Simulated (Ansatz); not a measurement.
# CH4AlClO: the cost of one run

All numbers below are computed with Ansatz 0.2.0 (RKS PBE/def2-SVP).

### 1 The system as given

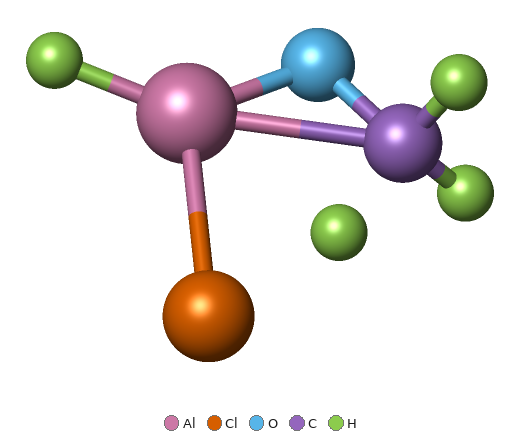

The starting structure, seen from a chosen angle (aluminium pink, chlorine orange, oxygen blue, carbon purple, hydrogen green).

As a file:

```xyz
8

Al   -0.9270   -0.8104    0.4615
Cl    1.3825   -1.0395    1.6296
O    -0.9534    0.1255   -0.9001
C     0.3389    0.7295   -0.6844
H     1.0513    0.1133    0.3343
H    -2.0079   -1.5472    1.2061
H     0.1991    1.7844   -0.4416
H     0.9166    0.6446   -1.6053
```

### 2 Pulling towards end A

Springs on the bonds that form and break draw the guess towards this end; the thresholds are loose.

The input, input.yaml:

```yaml
crystal:
  periodic: [false, false, false]
  atoms:
    - { symbol: Al, position_ang: [-0.927, -0.8104, 0.4615] }
    - { symbol: Cl, position_ang: [1.3825, -1.0395, 1.6296] }
    - { symbol: O, position_ang: [-0.9534, 0.1255, -0.9001] }
    - { symbol: C, position_ang: [0.3389, 0.7295, -0.6844] }
    - { symbol: H, position_ang: [1.0513, 0.1133, 0.3343] }
    - { symbol: H, position_ang: [-2.0079, -1.5472, 1.2061] }
    - { symbol: H, position_ang: [0.1991, 1.7844, -0.4416] }
    - { symbol: H, position_ang: [0.9166, 0.6446, -1.6053] }
basis:
  gaussian: { orbitals: def2-SVP }
hamiltonian:
  xc: pbe
relax:
  f_tol: 0.15
  max_steps: 25
  restrain:
    - { distance: [4, 1], at: 2.63, k: 30.0 }
    - { distance: [0, 3], at: 3.27, k: 30.0 }
    - { distance: [0, 1], at: 2.23, k: 30.0 }
    - { distance: [4, 3], at: 1.07, k: 30.0 }
```

On the command line:

```console
$ ansatz run input.yaml --threads 2 --pin off --max-ram 3072MiB --backend cpu --events-out ev --progress --plain --runs-dir out
```

What time and memory should one allow on 2 threads of AMD EPYC 7R43 (Zen 3), shared host?

About 17 s, with a peak of 0.16 GiB.
